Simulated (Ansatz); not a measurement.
**A ladder of methods for CHBrCl2 (SMILES ClC(Cl)Br)**

CHBrCl2: 5 atoms, total charge 0, spin state singlet. As SMILES, `ClC(Cl)Br`. Geometry: relaxed at PBE0-D4/def2-TZVP.

```xyz
5

Cl   -0.5453    0.1542    1.6486
C     0.0800    0.0861    0.0115
Cl    1.2154   -1.2354   -0.1892
Br   -1.3535   -0.0188   -1.2825
H     0.6034    1.0139   -0.1885
```

Each level gives the atomisation enthalpy at 298 K (kJ/mol). The values are calculated. The thermal term (zero-point and 298 K enthalpy, harmonic and unscaled) is that of PBE0-D4/def2-TZVP; the spin-orbit lowering of the free atoms at 298 K, 21.6 kJ/mol by their spectra, is taken off.

**What was measured.** Active Thermochemical Tables gives the atomisation enthalpy at 298 K of the gas as 1341 kJ/mol.

```csv
level,kind,program,value (kJ/mol),computed − measured,CPU time (all runs)
BLYP/6-31G* (spherical functions),GGA,Ansatz,1279,-62,12 s
revPBE/6-31G* (spherical functions),GGA,Ansatz,1302,-39,10 s
B3LYP/6-31G* (spherical functions),global hybrid,Ansatz,1271,-70,11 s
PBE0/6-31G* (spherical functions),global hybrid,Ansatz,1329,-12,12 s
PBE-QIDH/6-31G* (spherical functions),double hybrid,Ansatz,1277,-64,16 s
RPA@PBE0/6-31G* (spherical functions),RPA,Ansatz,1133,-208,18 s
MP2/6-31G* (spherical functions),perturbation theory,Ansatz,1223,-118,4.7 s
CCSD(T)/6-31G* (spherical functions),coupled cluster or CI,Ansatz,1177,-164,12 s
```

Nearest: PBE0/6-31G* (spherical functions) (-12 kJ/mol); farthest: RPA@PBE0/6-31G* (spherical functions) (-208 kJ/mol). Computed less measured by kind, in kJ/mol (of the ab initio rows, those in 6-31G*): GGA -62 to -39; global hybrid -70 to -12; double hybrid -64; RPA -208; perturbation theory -118; coupled cluster or CI -164. In a finite basis correlated wave-function methods underbind, so their errors here aren't those of the basis-set limit. All-electron rows without a relativistic Hamiltonian named are non-relativistic. In the correlated wave-function rows the outer d shell of Br is correlated, in sets not made for it. In so small a basis fixed costs decide the times, and correlated methods can beat functionals. Times are those of the runs behind each value, whatever else they computed, on shared processors of several kinds: orders of magnitude only.

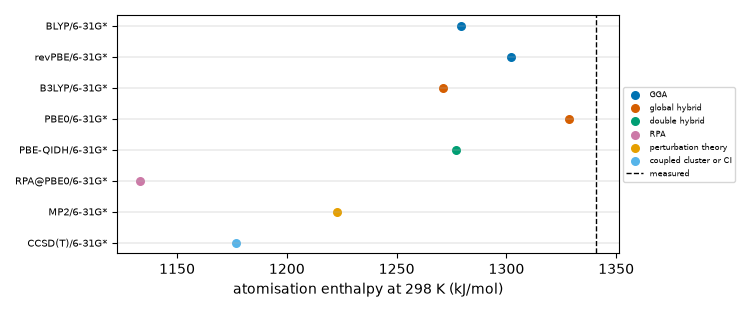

The values of the table, level by level.
